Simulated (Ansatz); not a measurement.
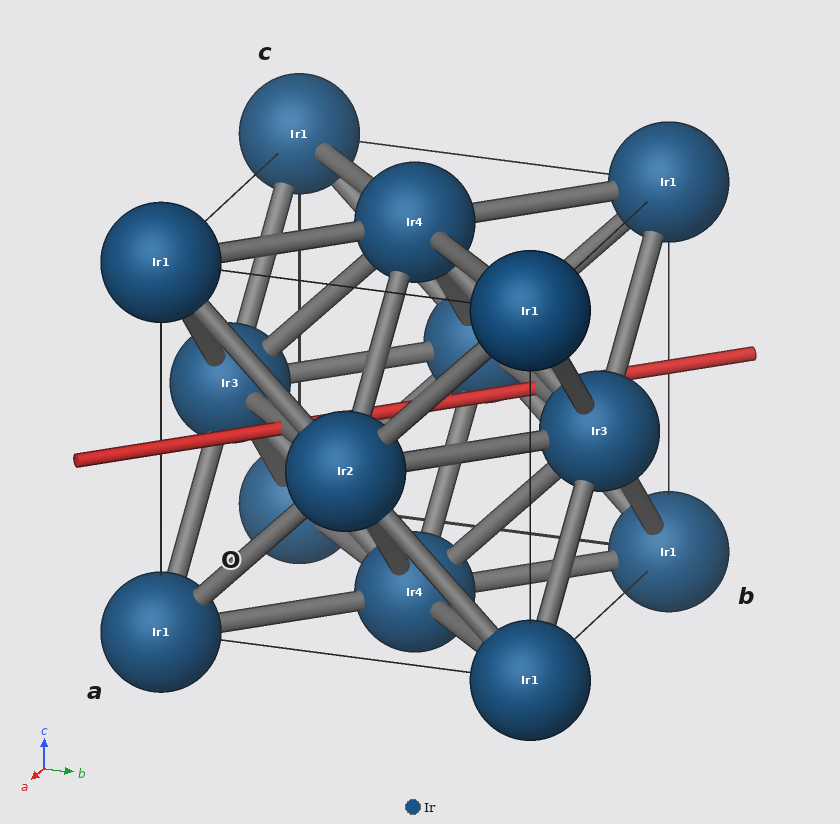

The coloured rod is the axis of a symmetry operation of the crystal. Crystal: Ir, the input geometry of an electronic-structure calculation (not necessarily at equilibrium). Geometry calculated from the standardised cell; symmetry tolerance 0.002 Å.

a = 3.812 Å, b = 3.812 Å, c = 3.812 Å, α = 90.00°, β = 90.00°, γ = 90.00°.

```
atom       x       y       z
 Ir1  0.0000  0.0000  0.0000
 Ir2  0.0000  0.5000  0.5000
 Ir3  0.5000  0.0000  0.5000
 Ir4  0.5000  0.5000  0.0000
```

Take the operation x, y, z → −y+1, −x+1, −z+1.

### What kind of operation is it, and where does it lie?

It is a 2-fold rotation, about the line along [−1 1 0] through (1/2, 1/2, 1/2).

### Onto which atom does it carry each atom (up to whole multiples of a, b and c)?

Ir1 → Ir1, Ir2 → Ir3, Ir3 → Ir2, Ir4 → Ir4.
